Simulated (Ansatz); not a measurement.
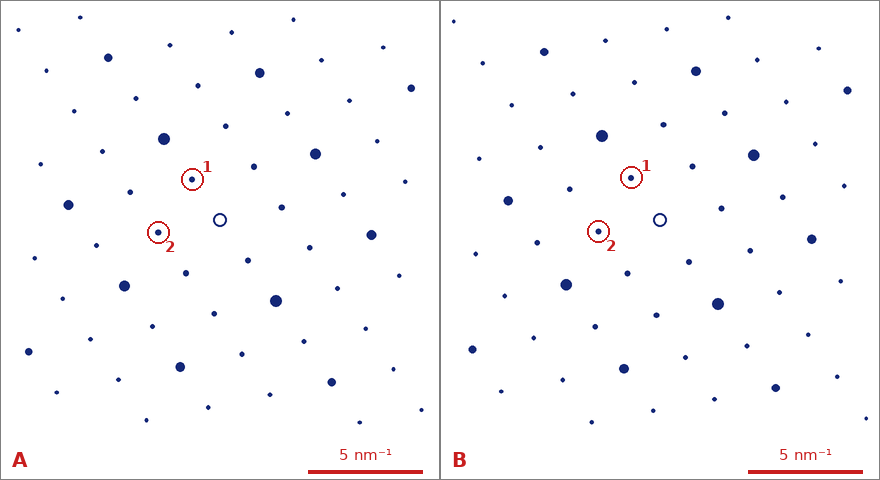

Kinematic electron diffraction patterns (120 kV, B = 0.5 Å², same scale) along [011] of the run's own cell, for the start and the end of one relaxation of TaGe3 with DFT PBE, scalar-relativistic, plane waves, PAW (Ansatz 0.2.0). k mesh 16×16×16. The start is a generated model structure, and the relaxation ends in the nearest stationary point of its symmetry, not necessarily the ground state. Spot 1 is -1 -1 1 and spot 2 is 0 -1 1 in both.

Start structure:

```
CELL_PARAMETERS angstrom
-1.98798 1.98798 4.44068
1.98798 -1.98798 4.44068
1.98798 1.98798 -4.44068
ATOMIC_POSITIONS crystal
Ta 0.00000 0.00000 0.00000
Ge 0.50000 0.50000 0.00000
Ge 0.25000 0.75000 0.50000
Ge 0.75000 0.25000 0.50000
```

### Which pattern belongs to the start structure, and which to the relaxed one?

B is the start: its cell gives d(1) = 4.441 Å, d(2) = 3.629 Å and an angle of 65.9°. A is the relaxed structure, with d(1) = 4.603 Å (+3.7 %), d(2) = 3.593 Å (-1.0 %) and 67.0°.

### What did the relaxation do to the structure and the energy?

The volume changed by -0.2 % to 17.52 Å³ an atom; the fractional coordinates hardly changed; the space group stayed I4/mmm (No. 139); the free energy fell by 7.3 meV an atom. Relaxed cell: a = 5.367 Å, b = 5.367 Å, c = 5.367 Å, α = 137.36°, β = 137.36°, γ = 61.88°.
